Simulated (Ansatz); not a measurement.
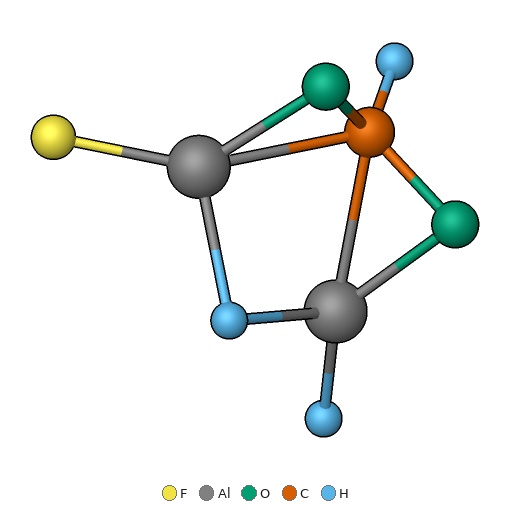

Harmonic vibrations computed with RKS PBE0-D4/def2-TZVP (Ansatz 0.2.0) at a stationary point of the same level.

### Minimum or transition state?

A minimum: no imaginary frequency, and the lowest mode lies at 138 cm⁻¹.

### How many vibrational modes are there, and where do they lie?

21 modes: 138, 167, 205, 335, 366, 408, 526, 548, 600, 674, 709, 759, 918, 1031, 1086, 1129, 1258, 1321, 1442, 2016, 3103 cm⁻¹.
